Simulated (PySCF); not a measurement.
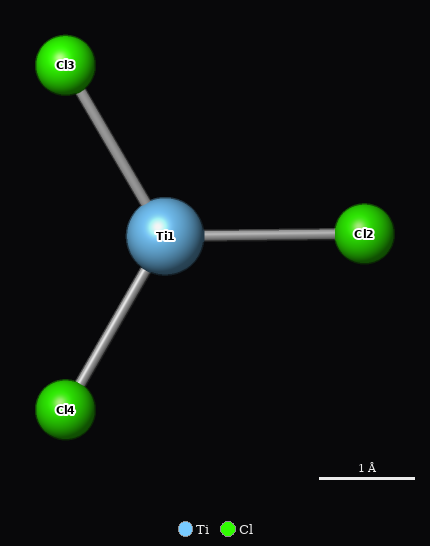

Fig. 1: The structure (ball-and-stick view, seen on its broad side; atoms are numbered from 1 in the order of the input). Sticks mark near contacts. Bond lengths as drawn: Cl–Ti 2.11 Å.

TiCl₃ (charge +1): frequency calculation

The run: frequency calculation of TiCl₃, charge +1. Method and program: RKS-based PBE0, Ti def2-TZVP, Cl def2-TZVP; non-relativistic Hamiltonian; density fitting (PySCF 2.14.0).

**What the program printed**
```
init E= -2229.32134173732
  HOMO = -0.556056438259059  LUMO = -0.379112364019341  gap/eV = 4.81489
cycle= 1 E= -2229.32134173729  delta_E= 3e-11  |g|= 1.18e-05  |ddm|= 7.74e-06
  HOMO = -0.556056537071689  LUMO = -0.379107969040303  gap/eV = 4.81502
cycle= 2 E= -2229.32134173682  delta_E= 4.68e-10  |g|= 4.78e-05  |ddm|= 2.89e-05
  HOMO = -0.556056391257526  LUMO = -0.379111519167978  gap/eV = 4.81492
cycle= 3 E= -2229.32134173732  delta_E= -4.97e-10  |g|= 2.35e-06  |ddm|= 2.32e-05
  HOMO = -0.556056410165196  LUMO = -0.379111477503343  gap/eV = 4.81492
cycle= 4 E= -2229.32134173732  delta_E= -9.09e-13  |g|= 2.81e-07  |ddm|= 1.96e-06
  HOMO = -0.556056423238413  LUMO = -0.379111500029707  gap/eV = 4.81492
Extra cycle  E= -2229.32134173731  delta_E= 3.64e-12  |g|= 4.14e-07  |ddm|= 5.56e-07
converged SCF energy = -2229.32134173731
```

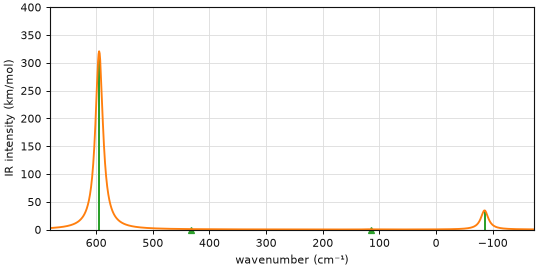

Fig. 2: Harmonic infrared spectrum, unscaled: sticks (degenerate modes added up, dark ones marked on the axis) with a Lorentzian envelope of 16 cm⁻¹ full width, scaled to the tallest stick; imaginary modes are drawn at negative wavenumbers. 6 modes from 86i to 595 cm⁻¹, 1 imaginary beyond 8i (86i cm⁻¹): not a clean minimum; so soft a mode can be a shallow saddle, an incomplete relaxation or noise of the force constants. The strongest line is at 595 cm⁻¹ (321 km/mol). All modes, in cm⁻¹ (km/mol): 86i (34), 115 (0.2), 115 (0.2), 432 (0.0), 595 (160), 595 (160).

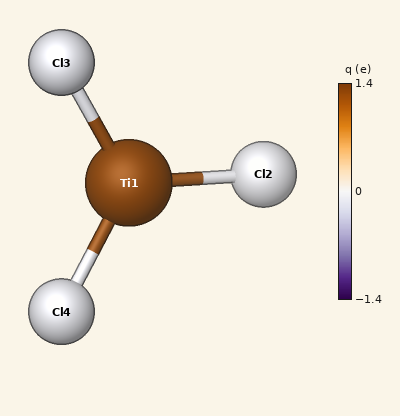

Fig. 3: Mulliken charges, as the colour of each atom (ball-and-stick view, seen at a tilt; atoms are numbered from 1 in the order of the input; Mulliken charges depend strongly on the basis). By element: Ti +1.31 and Cl −0.10 e.

This output came from the following input.

**Input file**
```python
from pyscf import gto, scf, dft
mol = gto.M(atom='''
Ti     0.000000     0.000000     0.000000
Cl     2.108863     0.000000     0.000000
Cl    -1.054432     1.826329     0.000000
Cl    -1.054432    -1.826329     0.000000''',
    basis={'Ti': 'def2-TZVP', 'Cl': 'def2-TZVP'},
    charge=1, spin=0)
mf = dft.RKS(mol, xc='PBE0')
mf.grids.atom_grid = (75, 302)
aux = {'Ti': 'def2-universal-JKFIT', 'Cl': 'def2-universal-JKFIT'}
mf = mf.density_fit(auxbasis=aux)
mf.conv_tol = 1e-09
mf.diis_space = 10
mf.max_cycle = 60
mf.verbose = 4
mf.kernel()
```

The script is an equivalent of the set-up of the self-consistent field. The run itself was carried out by a driver, which started from the orbitals of the step before it where there was one and computed the further properties.

Launch command:
```bash
OMP_NUM_THREADS=4 python axn.py task.json out
```

**Key numbers**

```json
{"quantity": "outcome", "value": "converged"}
{"quantity": "total energy", "value": "−2229.321342 hartree"}
{"quantity": "HOMO", "value": "−15.13 eV"}
{"quantity": "LUMO", "value": "−10.32 eV"}
{"quantity": "zero-point energy", "value": "0.004218 hartree"}
{"quantity": "wavenumbers, lowest and highest", "value": "86i and 595 cm⁻¹"}
{"quantity": "hardware", "value": "4 threads of Arm Neoverse V1, 24 GiB of memory available, shared host"}
{"quantity": "wall time", "value": "39 s (CPU time 1.9 min)"}
{"quantity": "peak memory", "value": "1.7 GiB"}
```
